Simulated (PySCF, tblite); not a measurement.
# C₂H₁₀AlNSi₂: geometry, infrared bands and NMR shifts

Wanted: the infrared bands and NMR shifts of C₂H₁₀AlNSi₂ (`CC1[SiH2][N]([AlH2])[SiH2]1`), by calculation.

Programs: tblite 0.8.0 and PySCF 2.14.0, with density-fitted response routines of our own. Each step states its level of theory. These are calculated values for one molecule in the gas phase, unless marked as measured. Atoms count from 0, in the outputs and in this text.

### Step 1. Starting geometry

16 atoms, charge 0, multiplicity 1; geometry from: force field or distance geometry start.

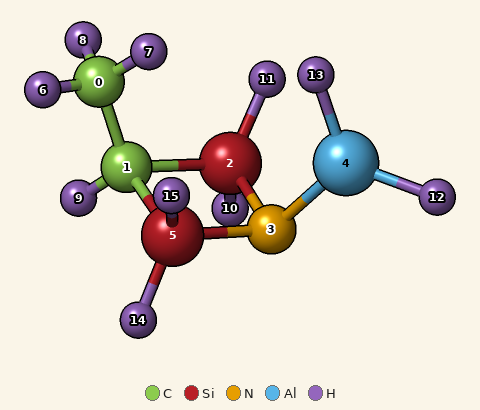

The starting geometry (carbon green, silicon red, nitrogen amber, aluminium blue, hydrogen purple), atoms numbered.

### Step 2. Optimising the geometry with GFN2-xTB

The job: settings as JSON, then the geometry in Å.

```
{"job": {"kind": "relax", "xc": "GFN2-xTB", "basis": "xTB"}, "charge": 0, "multiplicity": 1}
C      1.545600     0.898700     0.853300
C      1.229700     0.041600    -0.374600
Si     0.267000    -1.496400     0.055900
N     -1.131900    -0.835600    -0.898500
Al    -2.527200    -0.363400     0.340700
Si    -0.233300     0.645700    -1.346300
H      1.954300     1.879300     0.520200
H      0.629600     1.093700     1.463800
H      2.295600     0.390200     1.492800
H      2.119900    -0.173200    -0.990600
H      0.815400    -2.688300    -0.598500
H     -0.010000    -1.624100     1.497500
H     -4.024200    -0.865200     0.089600
H     -2.185600     0.543700     1.601800
H      0.053100     0.675700    -2.783700
H     -0.805700     1.886600    -0.780600
```

The run is started by

```
$ OMP_NUM_THREADS=1 python probes_run.py task.json out
```

The driver reads the jobs from task.json and runs them one after another.

The program printed:

```text
step      E/eV     max force
  0    -458.41385    1.881
  1    -458.55484    1.422
  2    -458.65757    0.574
  3    -458.68612    0.521
  4    -458.73286    0.375
  5    -458.74515    0.356
  6    -458.76703    0.363
  7    -458.78410    0.541
  8    -458.81337    0.621
  9    -458.83411    0.439
 10    -458.84582    0.219
 11    -458.85283    0.194
 12    -458.85794    0.279
 13    -458.86399    0.310
 14    -458.87287    0.262
 15    -458.88431    0.284
 16    -458.89652    0.258
 17    -458.90927    0.310
 18    -458.92491    0.377
 19    -458.94119    0.364
 20    -458.95497    0.304
 21    -458.96524    0.210
 22    -458.97290    0.190
 23    -458.97879    0.173
 24    -458.98374    0.219
 25    -458.98827    0.213
 26    -458.99248    0.189
 27    -458.99601    0.189
 28    -458.99813    0.118
 29    -458.99919    0.070
 30    -458.99999    0.085
 31    -459.00105    0.108
 32    -459.00248    0.124
 33    -459.00397    0.096
 34    -459.00471    0.061
 35    -459.00509    0.062
 36    -459.00554    0.067
 37    -459.00620    0.085
 38    -459.00702    0.081
 39    -459.00787    0.080
 40    -459.00878    0.079
 41    -459.01000    0.093
 42    -459.01191    0.153
 43    -459.01496    0.181
 44    -459.01915    0.180
 45    -459.02341    0.149
 46    -459.02654    0.095
 47    -459.02845    0.108
 48    -459.02985    0.099
 49    -459.03184    0.123
 50    -459.03526    0.173
 51    -459.04038    0.226
 52    -459.04618    0.238
 53    -459.05077    0.198
 54    -459.05428    0.130
 55    -459.05604    0.140
 56    -459.05879    0.127
 57    -459.06154    0.093
 58    -459.06329    0.076
 59    -459.06477    0.087
 60    -459.06623    0.099
 61    -459.06789    0.110
 62    -459.06966    0.106
 63    -459.07170    0.087
 64    -459.07383    0.116
 65    -459.07635    0.120
 66    -459.07891    0.114
 67    -459.08100    0.138
 68    -459.08246    0.135
 69    -459.08387    0.123
 70    -459.08563    0.128
 71    -459.08850    0.142
 72    -459.09115    0.133
 73    -459.09347    0.093
 74    -459.09518    0.108
 75    -459.09635    0.075
 76    -459.09707    0.078
 77    -459.09788    0.082
 78    -459.09882    0.124
 79    -459.10011    0.125
 80    -459.10133    0.064
 81    -459.10184    0.063
 82    -459.10222    0.048
 83    -459.10258    0.055
 84    -459.10299    0.058
 85    -459.10337    0.043
 86    -459.10364    0.045
 87    -459.10386    0.039
 88    -459.10406    0.036
 89    -459.10425    0.033
 90    -459.10439    0.025
 91    -459.10451    0.022
 92    -459.10460    0.023
 93    -459.10470    0.025
 94    -459.10479    0.013
 95    -459.10484    0.014
 96    -459.10487    0.012
 97    -459.10489    0.007
```

It took 1.3 s on 1 thread of Arm Neoverse N1, shared host; peak memory 0.18 GiB.

Step by step: (not every step is listed)

```tsv
step	energy from step 0 (eV)	largest force (eV/Å)
0	0.0000	1.8808
1	-0.1410	1.4223
2	-0.2437	0.5743
3	-0.2723	0.5207
4	-0.3190	0.3746
5	-0.3313	0.3565
6	-0.3532	0.3629
7	-0.3702	0.5411
8	-0.3995	0.6214
16	-0.4827	0.2577
24	-0.5699	0.2193
32	-0.5886	0.1240
40	-0.5949	0.0794
48	-0.6160	0.0987
56	-0.6449	0.1265
64	-0.6600	0.1164
72	-0.6773	0.1326
80	-0.6875	0.0644
88	-0.6902	0.0361
92	-0.6907	0.0233
93	-0.6908	0.0251
94	-0.6909	0.0128
95	-0.6910	0.0144
96	-0.6910	0.0116
97	-0.6910	0.0073
```

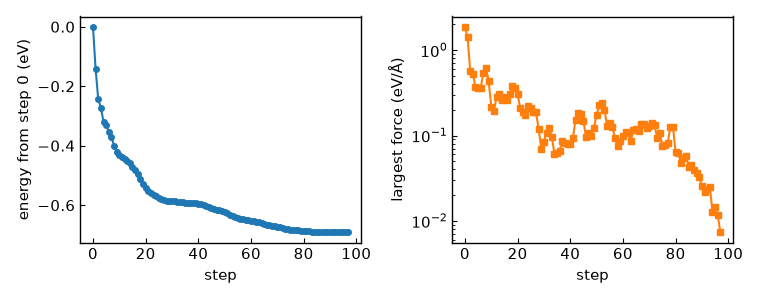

Energy and force, step by step.

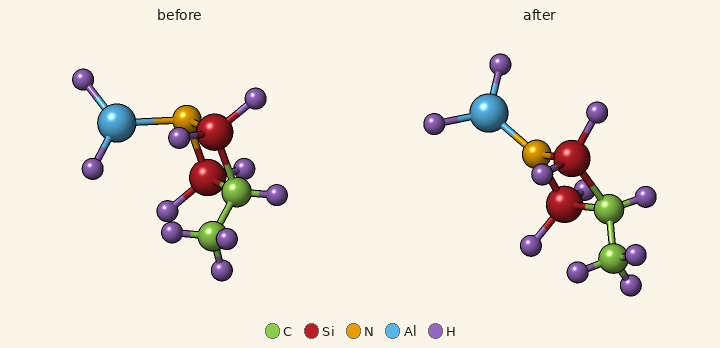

Before and after, at one scale.

Close pairs (by a distance rule), those that changed most:

```tsv
bond	before (Å)	after (Å)	change (Å)
N3–Al4	1.925	1.794	-0.131
C1–Si5	1.857	1.918	+0.061
C1–Si2	1.865	1.918	+0.054
Al4–H12	1.599	1.547	-0.052
Al4–H13	1.591	1.547	-0.043
Si2–N3	1.818	1.777	-0.041
C0–H7	1.118	1.087	-0.030
C0–H6	1.113	1.089	-0.024
```

The final coordinates are the input of the step that follows.

### Step 3. Vibrational analysis with GFN2-xTB

The job: settings as JSON, then the geometry in Å.

```
{"job": {"kind": "ir", "xc": "GFN2-xTB", "basis": "xTB"}, "charge": 0, "multiplicity": 1}
C      2.257730     0.853799     0.530256
C      1.258963     0.076367    -0.316730
Si     0.150981    -1.223621     0.556584
N     -1.249570    -0.377178    -0.135017
Al    -3.002057    -0.760549    -0.108840
Si    -0.348131     0.966506    -0.868538
H      2.719697     1.651275    -0.050623
H      1.767655     1.303370     1.390677
H      3.047913     0.197980     0.894129
H      1.794537    -0.353311    -1.165017
H      0.240147    -2.610528     0.095694
H      0.159519    -1.165462     2.019987
H     -3.654349    -1.626183    -1.212160
H     -3.933768    -0.241792     1.012213
H     -0.600547     1.080593    -2.306283
H     -0.616319     2.237679    -0.193456
```

The program printed:

```text
mode    cm-1     km/mol
  1      26.6      0.00
  2      35.4      0.15
  3      64.5      1.33
  4     164.0      2.55
  5     211.8      0.00
  6     232.2      0.08
  7     255.3      0.13
  8     312.3      0.62
  9     433.1      0.60
 10     445.8     28.28
 11     456.3     12.36
 12     476.2     14.83
 13     512.3      0.57
 14     542.2    207.47
 15     550.3      1.67
 16     615.0     81.59
 17     634.4    101.83
 18     682.6     11.35
 19     728.7    442.10
 20     779.2     25.26
 21     781.8    256.87
 22     787.1    574.64
 23     811.7    252.35
 24     960.8    598.67
 25     991.8     20.82
 26    1000.6     24.04
 27    1112.4      7.96
 28    1115.3     11.91
 29    1284.3      4.02
 30    1413.2      0.30
 31    1509.6      1.86
 32    1510.5      2.62
 33    1762.2    420.96
 34    1775.5    154.92
 35    2218.8     19.39
 36    2228.8   1016.31
 37    2247.8    115.62
 38    2250.1    321.28
 39    2952.4     39.35
 40    2999.9     42.12
 41    3009.1     54.77
 42    3030.4     28.16
```

Wall time 1.1 s (1 thread of Arm Neoverse N1, shared host); peak memory 0.18 GiB.

The strongest bands and the atoms that carry them (share of the mass-weighted mode):

```tsv
cm⁻¹	km/mol	atoms
729	442.1	C1 15 %, H10 13 %, H14 13 %, H11 12 %
782	256.9	H10 31 %, H11 31 %, H14 15 %, H15 14 %
787	574.6	N3 57 %, Si2 11 %, Si5 11 %
812	252.3	H13 40 %, H12 40 %
961	598.7	N3 78 %
1762	421.0	H13 56 %, H12 39 %
2229	1016.3	H14 34 %, H15 26 %, H11 19 %, H10 17 %
2250	321.3	H15 50 %, H14 42 %
```

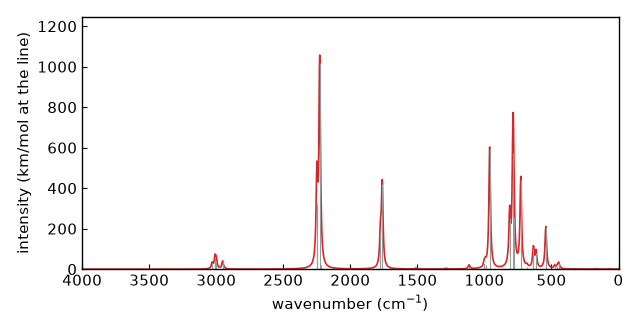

The infrared spectrum from these modes, unscaled. Lines are broadened to a width of 14 cm⁻¹ (Lorentzian).

### Step 4. Nuclear shieldings: PBE0/pcSseg-1

Settings changed since step 3:

```diff
@@ -1,2 +1,2 @@
-{"job": {"kind": "ir", "xc": "GFN2-xTB", "basis": "xTB"}, "charge": 0, "multiplicity": 1}
+{"job": {"kind": "nmr", "xc": "PBE0", "basis": "pcSseg-1"}, "charge": 0, "multiplicity": 1}
 C      2.257730     0.853799     0.530256
```

With the program's defaults for keys left out, this is: GIAO PBE0/pcSseg-1 NMR shielding, non-relativistic, gas phase.

The program printed:

```text
coarse grid: 14312 points
cycle   1  E = -957.7398244559  dE =  3.405e-01  |g| = 6.456e-01  |ddm| = 3.648e+00
cycle   2  E = -957.5820880511  dE =  1.577e-01  |g| = 1.024e+00  |ddm| = 1.656e+00
cycle   3  E = -957.8341413003  dE = -2.521e-01  |g| = 1.121e-01  |ddm| = 1.200e+00
cycle   4  E = -957.8366364399  dE = -2.495e-03  |g| = 4.847e-02  |ddm| = 1.493e-01
cycle   5  E = -957.8372118504  dE = -5.754e-04  |g| = 1.096e-02  |ddm| = 5.215e-02
cycle   6  E = -957.8372394551  dE = -2.760e-05  |g| = 2.797e-03  |ddm| = 1.393e-02
cycle   7  E = -957.8372413871  dE = -1.932e-06  |g| = 4.917e-04  |ddm| = 2.636e-03
final grid: 122872 points
cycle   8  E = -957.8684295407  dE = -1.496e-05  |g| = 7.104e-03  |ddm| = 1.800e-02
cycle   9  E = -957.8684164371  dE =  1.310e-05  |g| = 1.025e-02  |ddm| = 1.597e-02
cycle  10  E = -957.8684416442  dE = -2.521e-05  |g| = 1.103e-03  |ddm| = 9.906e-03
cycle  11  E = -957.8684418962  dE = -2.520e-07  |g| = 2.636e-04  |ddm| = 1.098e-03
cycle  12  E = -957.8684419111  dE = -1.488e-08  |g| = 7.208e-05  |ddm| = 2.957e-04
cycle  13  E = -957.8684419123  dE = -1.180e-09  |g| = 2.039e-05  |ddm| = 7.369e-05
cycle  14  E = -957.8684419123  dE = -9.436e-11  |g| = 2.468e-06  |ddm| = 2.262e-05
converged SCF energy = -957.8684419123

GIAO shielding tensors (ppm)
atom      isotropic    diamagn.    paramagn.     s11        s22        s33       span
  0 C      172.062     242.579     -70.516    164.615    166.741    184.831     20.215
  1 C      166.470     257.979     -91.509    128.500    183.579    187.332     58.832
  2 Si     357.876     880.706    -522.830    317.987    342.199    413.441     95.455
  3 N      219.458     327.415    -107.958    182.484    218.488    257.401     74.917
  4 Al     326.793     794.558    -467.766    268.290    335.545    376.543    108.254
  5 Si     357.860     880.709    -522.849    317.982    342.390    413.207     95.225
  6 H       30.290      27.978       2.312     25.439     27.997     37.435     11.996
  7 H       30.076      29.353       0.723     25.804     28.992     35.432      9.629
  8 H       30.287      27.974       2.314     25.431     28.000     37.432     12.001
  9 H       29.545      32.370      -2.825     25.210     29.795     33.630      8.420
 10 H       25.982      29.938      -3.956     22.691     24.063     31.193      8.501
 11 H       26.131      30.248      -4.117     23.189     24.435     30.770      7.582
 12 H       26.668      28.694      -2.026     23.694     24.648     31.663      7.969
 13 H       26.657      28.706      -2.049     23.695     24.639     31.636      7.941
 14 H       25.982      29.940      -3.958     22.689     24.062     31.195      8.506
 15 H       26.134      30.259      -4.125     23.185     24.437     30.780      7.594
```

It took 42 s on 1 thread of Arm Neoverse N1, shared host; peak memory 0.8 GiB.

The references, computed at this level on geometries of the same kind, shield at (ppm): 1H TMS 31.72, 13C TMS 186.9, 29Si TMS 349.2, 15N NH3 267.7, 27Al AlH4- 490.0. Their shielding less the atom's gives the shift. The references are single molecules in the gas phase, so shifts against H2O, NH3, PH3, H3PO4 or CFCl3 are not on the usual liquid scales and can be off by tens of ppm. Shifts against hydride references such as AlH4− lie on their own scale. Atoms listed in one row are averaged.

```tsv
atoms	environment	σ (ppm)	δ (ppm)
C1	sp3 CH bonded to 2 Si	166.5	20.5
C0	methyl carbon	172.1	14.9
H10, H14	hydrogen on a silicon bonded to C, N, in a 4-membered ring	25.98	5.73
H11, H15	hydrogen on a silicon bonded to C, N, in a 4-membered ring	26.13	5.58
H12, H13	hydrogen on an aluminium bonded to N	26.66	5.05
H9	hydrogen on an sp3 CH bonded to 2 Si	29.55	2.17
H6, H7, H8	hydrogen on a methyl carbon	30.22	1.50
Si2, Si5	silicon bonded to C, N, 2 H, in a 4-membered ring	357.9	-8.7
N3	nitrogen bonded to Al, 2 Si, in a 4-membered ring	219.5	48.3
Al4	aluminium bonded to N, 2 H	326.8	163.2
```

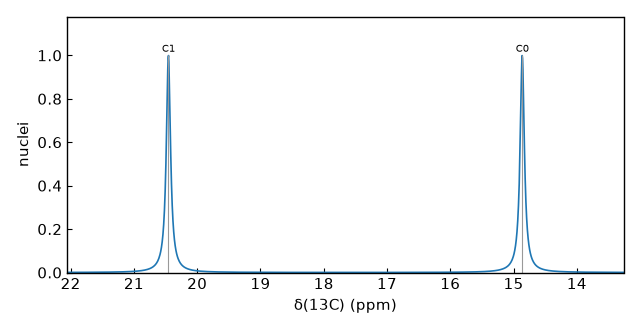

13C lines at the computed shifts, without couplings. Lines are broadened to a width of 0.08 ppm (Lorentzian).

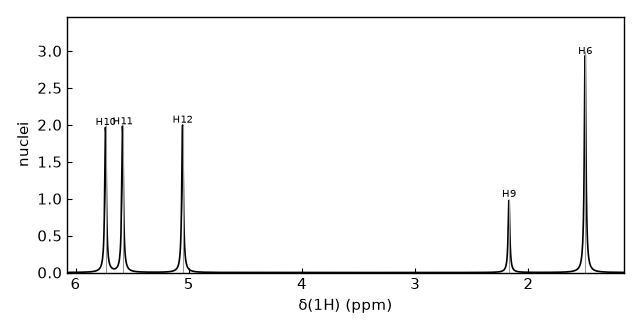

1H lines at the computed shifts, without couplings. Lines are broadened to a width of 0.02 ppm (Lorentzian).

The run also stored atomic charges by several schemes (e):

```tsv
atoms	Mulliken	IAO	Hirshfeld	ESP fit
C0	-0.20	-0.40	-0.12	-0.36
C1	-0.83	-0.64	-0.19	-0.20
Si2, Si5	0.80	0.87	0.37	0.60
N3	-1.11	-1.07	-0.42	-0.98
Al4	0.90	0.84	0.53	1.22
```

Hirshfeld charges:

C0 -0.12; C1 -0.19; Si2 0.37; N3 -0.42; Al4 0.53; Si5 0.37; H6 0.04; H7 0.04; H8 0.04; H9 0.03; H10 -0.08; H11 -0.08; H12 -0.18; H13 -0.18; H14 -0.08; H15 -0.08

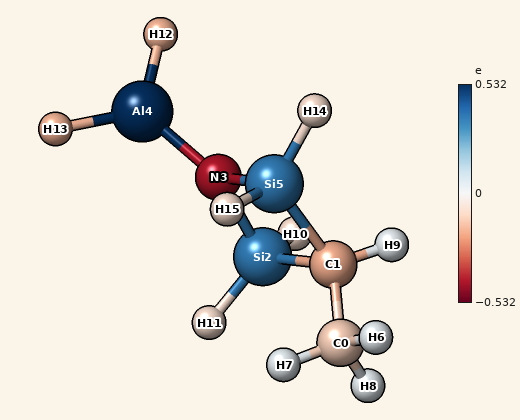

Hirshfeld charges, as colours on the atoms.

Mayer bond orders: C0–C1 1.03, C1–Si2 0.89, Si2–N3 0.91, N3–Al4 0.86, N3–Si5 0.91, Si5–C1 0.89.

Ring of atoms C1, Si2, N3, Si5: NICS(0) -2.2, NICS(1) -0.9, NICS(1)zz 3.6 ppm (means of both faces).

### Step 5. Results

| quantity | value |
| --- | --- |
| strongest single infrared mode (GFN2-xTB) | 2229 cm⁻¹, 1016 km/mol |
| zero-point energy (GFN2-xTB) | 65.6 kcal/mol |
| 13C shifts against TMS (PBE0/pcSseg-1) | 20.5, 14.9 ppm |
| 1H shifts against TMS (PBE0/pcSseg-1, means over atoms taken as alike) | 5.73, 5.58, 5.05, 2.17, 1.50 ppm |
| 29Si shifts against TMS (PBE0/pcSseg-1, means over atoms taken as alike) | -8.7 ppm |
| 15N shifts against NH3 (PBE0/pcSseg-1) | 48.3 ppm |
| 27Al shifts against AlH4- (PBE0/pcSseg-1) | 163.2 ppm |

What this shows: Over 97 steps the energy fell by 0.691 eV; of the close pairs, N3–Al4 changed most, 1.925 to 1.794 Å. All 42 modes are real, so the xTB geometry is a minimum. The strongest single mode, at 2229 cm⁻¹, is spread over several atoms, H14, H15, H11, H10 among them. Unscaled tight-binding wavenumbers are off by several per cent, some by more. Its intensities can rank the bands wrongly. At PBE0/pcSseg-1: The largest span, 108 ppm, is at Al4, where the paramagnetic term is -468 ppm.
